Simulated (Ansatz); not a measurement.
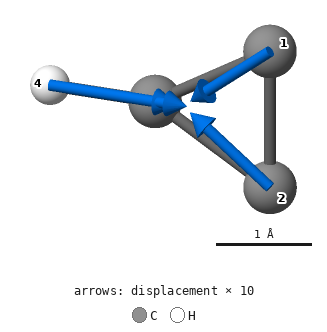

A relaxation of C3H (multiplicity 2). The starting structure is drawn; blue arrows show the displacements, 10 times their true length. The two geometries are superimposed by the best rigid fit.

Style: ball-and-stick. Shown at a tilt.

It is one of the separated reactants of a reaction.

These are results of UKS PBE-D4/def2-SVP in Ansatz 0.2.0, not measurements.

Input file:
```yaml
crystal:
  periodic: [false, false, false]
  atoms:
    - {symbol: C, position_ang: [1.077716, -0.329978, 0.494350]}
    - {symbol: C, position_ang: [-0.289327, -0.264990, 1.166914]}
    - {symbol: C, position_ang: [-0.147112, 0.110961, -0.309770]}
    - {symbol: H, position_ang: [-0.641277, 0.484007, -1.351494]}
basis:
  gaussian: {orbitals: def2-SVP}
magnetization: {spin_polarized: true, initial_magnetization: 1}
hamiltonian: {xc: pbe, dispersion: d4}
relax: {f_tol: 0.03, max_steps: 250}
```

Run as
```bash
ansatz run in.yaml --threads 2 --pin off --events-out ev --progress --plain --max-ram 4352MiB
```

Describe the change and its energy.

The largest move after the best rigid fit is that of H4, 0.15 Å. Largest moves by element: H 0.15 Å, C 0.12 Å. Near-neighbour distances that change, for instance: C1–C3 1.530 → 1.383 Å, C1–C2 1.525 → 1.384 Å, C3–H4 1.212 → 1.101 Å. The energy falls by 25.6 kcal/mol in 4 geometry steps. Largest force component: 6.2 eV/Å at the start, 0.02 eV/Å at the end.
